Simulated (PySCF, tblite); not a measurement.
# C6H6FO radical: geometry, infrared bands and EPR parameters

What infrared bands and EPR parameters should C6H6FO radical (`O=C[C]1[C@@H](F)C12CC2`) show?

Computed with tblite 0.8.0 and PySCF 2.14.0, with density-fitted response routines of our own, on a single molecule in the gas phase. Atoms count from 0, in the outputs and in this text.

**1. The molecule as given**

14 atoms, charge 0, multiplicity 2; geometry from: force field or distance geometry start.

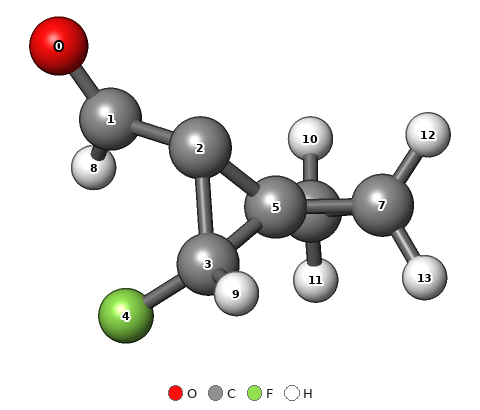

The starting geometry (oxygen red, carbon grey, fluorine green, hydrogen white), atoms numbered.

**2. Geometry optimisation with GFN2-xTB**

The job: settings as JSON, then the geometry in Å.

```
{"job": {"kind": "relax", "xc": "GFN2-xTB", "basis": "xTB"}, "charge": 0, "multiplicity": 2}
O      2.183700    -0.598600     2.335600
C      1.628100    -0.501200     1.261800
C      0.638500     0.573800     0.969700
C      0.793600     1.078600    -0.485800
F      1.895400     0.582500    -1.138800
C     -0.311300     0.257800    -0.077300
C     -0.938000    -0.929300    -0.525600
C     -1.714900     0.361900    -0.253600
H      1.832000    -1.198600     0.458200
H      0.620000     2.158500    -0.654400
H     -1.164200    -1.721100     0.240000
H     -0.945600    -1.296100    -1.566400
H     -2.433900     0.357200     0.600100
H     -2.084200     0.874100    -1.185900
```

On the command line:

```bash
> OMP_NUM_THREADS=1 python probes_run.py task.json out
```

The driver reads the jobs from task.json and runs them one after another.

The program printed:

```text
step      E/eV     max force
  0    -666.95791    3.755
  1    -667.32883    2.830
  2    -667.47800    2.159
  3    -667.55819    0.969
  4    -667.58933    0.508
  5    -667.61620    0.385
  6    -667.63746    0.381
  7    -667.65034    0.250
  8    -667.65812    0.214
  9    -667.66445    0.222
 10    -667.67163    0.242
 11    -667.67928    0.250
 12    -667.68691    0.203
 13    -667.69410    0.215
 14    -667.70054    0.218
 15    -667.70551    0.176
 16    -667.70913    0.172
 17    -667.71217    0.148
 18    -667.71512    0.143
 19    -667.71797    0.135
 20    -667.72056    0.139
 21    -667.72291    0.129
 22    -667.72523    0.135
 23    -667.72762    0.128
 24    -667.73004    0.112
 25    -667.73254    0.145
 26    -667.73510    0.146
 27    -667.73768    0.148
 28    -667.74037    0.142
 29    -667.74339    0.141
 30    -667.74724    0.189
 31    -667.75217    0.226
 32    -667.75707    0.189
 33    -667.76065    0.146
 34    -667.76328    0.152
 35    -667.76496    0.179
 36    -667.76612    0.177
 37    -667.76860    0.175
 38    -667.77517    0.579
 39    -667.78220    0.682
 40    -667.80229    0.988
 41    -667.81601    0.833
 42    -667.85206    0.670
 43    -667.89601    1.287
 44    -667.91008    0.787
 45    -667.94933    0.375
 46    -667.96918    0.724
 47    -667.98732    0.472
 48    -668.01048    0.444
 49    -668.03592    0.398
 50    -668.06669    0.494
 51    -668.08659    0.816
 52    -668.09088    0.871
 53    -668.11995    0.273
 54    -668.13185    0.208
 55    -668.15441    0.340
 56    -668.16032    0.418
 57    -668.16727    0.361
 58    -668.17258    0.258
 59    -668.17774    0.220
 60    -668.18272    0.197
 61    -668.18640    0.173
 62    -668.18930    0.163
 63    -668.19160    0.160
 64    -668.19484    0.149
 65    -668.19721    0.149
 66    -668.19905    0.128
 67    -668.20024    0.118
 68    -668.20138    0.099
 69    -668.20218    0.083
 70    -668.20303    0.092
 71    -668.20406    0.093
 72    -668.20507    0.108
 73    -668.20577    0.058
 74    -668.20614    0.044
 75    -668.20640    0.042
 76    -668.20669    0.040
 77    -668.20698    0.039
 78    -668.20726    0.040
 79    -668.20752    0.040
 80    -668.20775    0.036
 81    -668.20796    0.039
 82    -668.20813    0.040
 83    -668.20826    0.031
 84    -668.20835    0.022
 85    -668.20841    0.021
 86    -668.20847    0.021
 87    -668.20855    0.020
 88    -668.20862    0.022
 89    -668.20869    0.022
 90    -668.20874    0.020
 91    -668.20877    0.017
 92    -668.20880    0.014
 93    -668.20882    0.013
 94    -668.20885    0.014
 95    -668.20887    0.010
```

It took 0.49 s on 1 thread of Arm Neoverse V1, shared host.

Along the way: (not every step is listed)

```tsv
step	energy from step 0 (eV)	largest force (eV/Å)
0	0.0000	3.7550
1	-0.3709	2.8296
2	-0.5201	2.1585
3	-0.6003	0.9690
4	-0.6314	0.5082
5	-0.6583	0.3847
6	-0.6796	0.3809
7	-0.6924	0.2504
8	-0.7002	0.2139
16	-0.7512	0.1718
24	-0.7721	0.1116
32	-0.7992	0.1893
40	-0.8444	0.9879
48	-1.0526	0.4440
56	-1.2024	0.4182
64	-1.2369	0.1490
72	-1.2472	0.1076
80	-1.2498	0.0361
88	-1.2507	0.0219
90	-1.2508	0.0197
91	-1.2509	0.0175
92	-1.2509	0.0142
93	-1.2509	0.0134
94	-1.2509	0.0145
95	-1.2510	0.0097
```

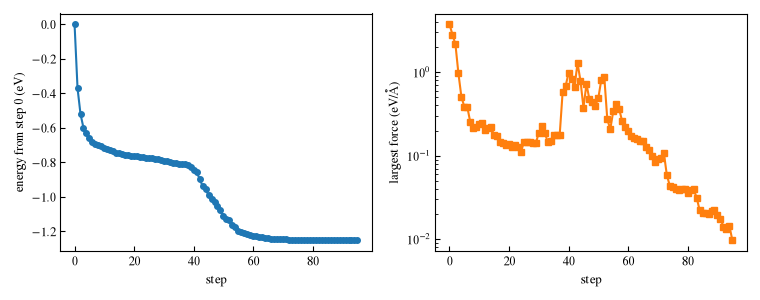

Energy and force, step by step.

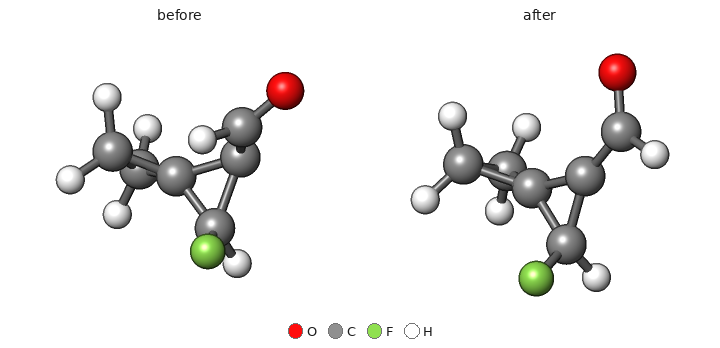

The geometry before (left) and after (right).

Close pairs (by a distance rule), those that changed most:

```tsv
bond	before (Å)	after (Å)	change (Å)
C5–C6	1.415	1.506	+0.090
C5–C7	1.418	1.503	+0.085
C1–C2	1.490	1.405	-0.085
C2–C3	1.548	1.476	-0.073
C3–C5	1.436	1.495	+0.060
C7–H13	1.126	1.080	-0.046
C6–H10	1.124	1.080	-0.045
C6–C7	1.531	1.490	-0.041
```

The final coordinates are the input of the step that follows.

**3. Harmonic vibrations with GFN2-xTB**

The job: settings as JSON, then the geometry in Å.

```
{"job": {"kind": "ir", "xc": "GFN2-xTB", "basis": "xTB"}, "charge": 0, "multiplicity": 2}
O      1.318545    -1.060513     2.460227
C      1.738798    -0.351159     1.555903
C      0.947993     0.160321     0.512929
C      0.899187     0.886799    -0.770577
F      1.589232     0.389310    -1.846927
C     -0.261092     0.117708    -0.224098
C     -1.246099    -0.918665    -0.695875
C     -1.739714     0.337965    -0.064818
H      2.800543    -0.047390     1.514441
H      0.892115     1.971160    -0.821230
H     -1.289869    -1.836617    -0.129464
H     -1.336649    -1.040554    -1.765568
H     -2.127526     0.293159     0.941721
H     -2.186143     1.098004    -0.688829
```

The program printed:

```text
mode    cm-1     km/mol
  1      72.7      1.81
  2     110.5      5.95
  3     153.2     10.82
  4     159.4      8.47
  5     198.1      2.13
  6     325.9      3.72
  7     424.9      2.73
  8     476.1      8.86
  9     603.4     18.04
 10     673.2      0.78
 11     783.8     19.16
 12     806.4     22.72
 13     848.6      1.17
 14     880.5      2.43
 15     898.1     22.19
 16     945.3     36.32
 17     996.5      3.56
 18    1034.3     40.99
 19    1053.9     14.09
 20    1055.4      7.26
 21    1082.2     60.06
 22    1132.0      0.05
 23    1177.6     23.18
 24    1257.5     36.85
 25    1343.0      0.78
 26    1370.5     28.17
 27    1404.6      1.01
 28    1452.3      4.48
 29    1584.9    230.02
 30    1671.8     35.58
 31    2788.6    116.32
 32    3005.8     19.19
 33    3080.1      1.11
 34    3083.5      9.61
 35    3096.2      1.39
 36    3111.6     14.37
```

Run time: 0.34 s. Hardware: 1 thread of Arm Neoverse V1, shared host.

The strongest bands and the atoms that carry them (share of the mass-weighted mode):

```tsv
cm⁻¹	km/mol	atoms
945	36.3	C3 26 %, C2 19 %, H9 15 %, F4 13 %
1034	41.0	H12 20 %, C5 17 %, C3 12 %, H11 11 %
1082	60.1	C6 24 %, C7 23 %, C5 19 %
1258	36.9	H9 61 %, C3 29 %
1370	28.2	H8 42 %, C5 11 %, C1 11 %, C2 10 %
1585	230.0	C1 58 %, O0 40 %
1672	35.6	C2 46 %, C5 36 %
2789	116.3	H8 94 %
```

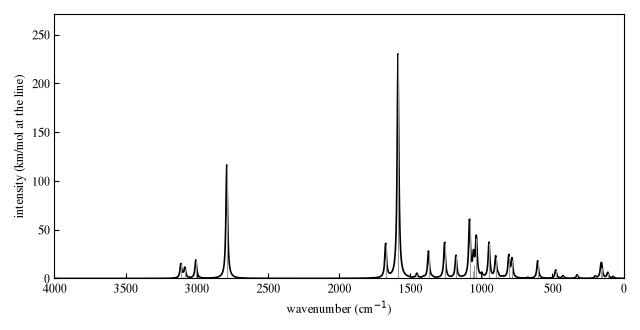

The infrared spectrum from these modes, unscaled. Lines are broadened to a width of 14 cm⁻¹ (Lorentzian).

**4. EPR parameters: B3LYP/pcH-1**

Settings changed since step 3:

```diff
@@ -1,2 +1,2 @@
-{"job": {"kind": "ir", "xc": "GFN2-xTB", "basis": "xTB"}, "charge": 0, "multiplicity": 2}
+{"job": {"kind": "epr", "basis": "pcH-1"}, "charge": 0, "multiplicity": 2}
 O      1.318545    -1.060513     2.460227
```

Method: UKS B3LYP, pcH-1 on C F H O, non-relativistic, mean-field spin-orbit, GIAO.

The program printed:

```text
UKS, coarse grid
  cycle   1  E = -407.01473823  |g| = 6.69e-01
  cycle   2  E = -405.67460236  |g| = 1.77e+00
  cycle   3  E = -407.13407702  |g| = 3.25e-01
  cycle   4  E = -407.18388613  |g| = 9.39e-02
  cycle   5  E = -407.18698884  |g| = 3.34e-02
  cycle   6  E = -407.18751889  |g| = 1.71e-02
  cycle   7  E = -407.18770144  |g| = 6.75e-03
  cycle   8  E = -407.18775372  |g| = 4.12e-03
  cycle   9  E = -407.18776831  |g| = 1.20e-03
  cycle  10  E = -407.18776994  |g| = 7.51e-04
UKS, final grid
  cycle   1  E = -407.18773766  |g| = 1.14e-03
  cycle   2  E = -407.18773640  |g| = 2.25e-03
  cycle   3  E = -407.18773821  |g| = 2.73e-04
  cycle   4  E = -407.18773825  |g| = 9.78e-05
  cycle   5  E = -407.18773827  |g| = 7.09e-05
  cycle   6  E = -407.18773827  |g| = 1.44e-05
E = -407.18773827 Eh   <S^2> = 0.7632 (exact 0.7500)
g shifts (ppm)      1          2          3
  rmc          -208       -208       -208
  gc              1         33         38
  oz_so         252       1797       7080
  total          46       1623       6911
hyperfine (MHz)  atom isotope    a_iso     a_fc   dipolar eigenvalues
    0   17O     -21.30     -21.30    -98.82     49.25     49.57
    1   13C     -34.57     -34.57    -11.70      2.47      9.23
    2   13C      63.13      63.13    -56.10    -52.64    108.74
    3   13C     -14.59     -14.59     -2.87     -0.73      3.60
    4   19F      42.74      42.74    -38.88    -27.93     66.81
    5   13C     -28.71     -28.71     -5.89      1.86      4.03
    6   13C      26.18      26.18     -8.63     -8.41     17.05
    7   13C      31.53      31.53     -9.26     -9.05     18.31
    8    1H      -1.86      -1.86     -4.87     -2.21      7.09
    9    1H      26.61      26.61     -3.60     -2.29      5.89
   10    1H      -4.38      -4.38     -4.90      0.08      4.82
   11    1H       9.08       9.08     -4.59     -0.75      5.34
   12    1H       0.98       0.98     -5.16      0.40      4.76
   13    1H       0.71       0.71     -4.63     -1.22      5.85
```

Wall time 68 s (1 thread of Arm Neoverse V1, shared host); peak memory 0.96 GiB.

Principal g values 2.00236, 2.00394, 2.00923; g(iso) = 2.00518, against 2.00232 for a free electron.

Hyperfine couplings, nucleus by nucleus at this fixed geometry (no averaging over rotations):

```tsv
nuclei	isotope	a(iso) (MHz)	a(iso) (G, at g = 2.0023)	largest dipolar term (MHz)
C2	13C	63.1	22.5	108.7
F4	19F	42.7	15.2	66.8
C1	13C	-34.6	-12.3	-11.7
C7	13C	31.5	11.3	18.3
C5	13C	-28.7	-10.2	-5.9
H9	1H	26.6	9.5	5.9
C6	13C	26.2	9.3	17.0
O0	17O	-21.3	-7.6	-98.8
C3	13C	-14.6	-5.2	3.6
H11	1H	9.1	3.2	5.3
H10	1H	-4.4	-1.6	-4.9
H8	1H	-1.9	-0.7	7.1
H12	1H	1.0	0.4	-5.2
H13	1H	0.7	0.3	5.8
```

Mulliken spin populations:

O0 0.32; C1 -0.10; C2 0.67; C3 -0.03; F4 0.01; C5 -0.05; C6 0.08; C7 0.08; H8 0.00; H9 0.01; H10 0.00; H11 0.00; H12 0.00; H13 0.00

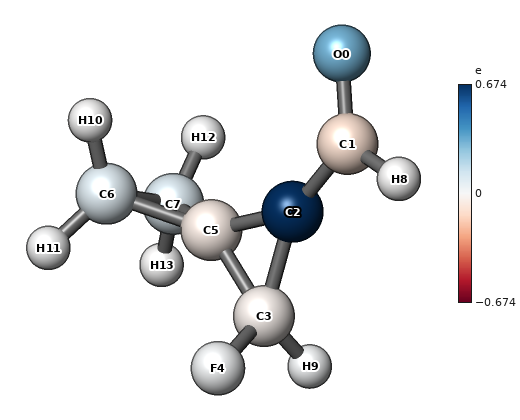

Mulliken spin populations, as colours on the atoms.

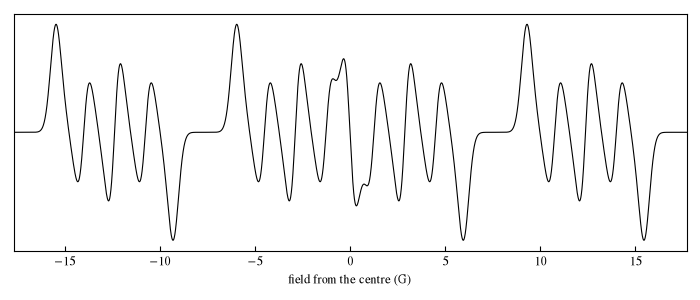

First-order isotropic spectrum (first derivative, main isotopes with spin only, couplings over 0.8 MHz, Gaussian width 0.3 G; couplings of the frozen geometry, rotation of groups not averaged beyond the rows shown).

Orbitals, density, ELF and potential are computed afterwards from the orbital file.

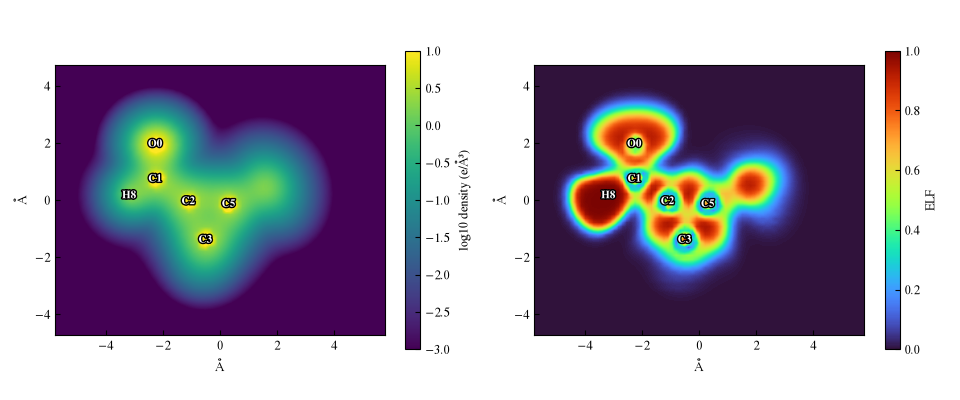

Density (left) and ELF (right) in a plane through or near 6 of the atoms.

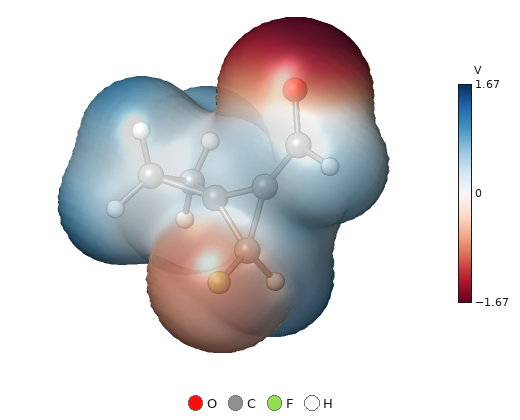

Electrostatic potential on the surface of density 0.002 e/bohr³; red is low, blue high. It runs from -1.67 V near O0 to 1.24 V near H9.

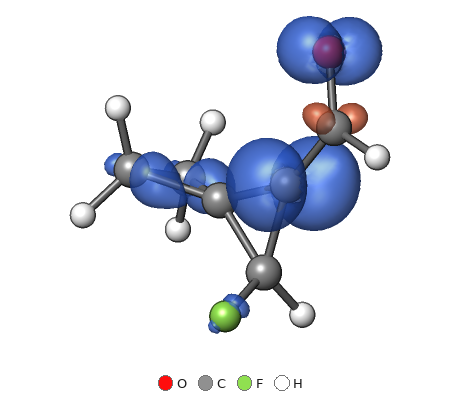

Spin density at ±0.05 e/Å³ (alpha excess blue, beta excess red).

**5. Results**

| quantity | value |
| --- | --- |
| strongest single infrared mode (GFN2-xTB) | 1585 cm⁻¹, 230 km/mol |
| zero-point energy (GFN2-xTB) | 63.1 kcal/mol |
| g(iso) (B3LYP) | 2.00518 |
| ⟨S²⟩ | 0.763 (exact 0.75) |
| largest a(iso) | 13C on C2, 63.1 MHz |
| potential on the surface of density 0.002 e/bohr³, 1st and 99th percentile | -1.67 V and 1.24 V |

The optimisation took 95 steps and gained 1.251 eV; among the close pairs (by a distance rule), C5–C6 changed most, from 1.415 to 1.506 Å. All 36 modes are real, so the xTB geometry is a minimum. The strongest single mode, at 1585 cm⁻¹, moves mainly C1 and O0. Unscaled tight-binding wavenumbers are off by several per cent, some by more. Its intensities can rank the bands wrongly. C2 carries the largest spin population, 0.67 e. The isotropic g lies 2.9 ppt above the free-electron value. These values are for one conformer; the search (at its own cheap level) found 2 more, at 1.29, 1.29 kcal/mol, and measured spectra average over such forms.
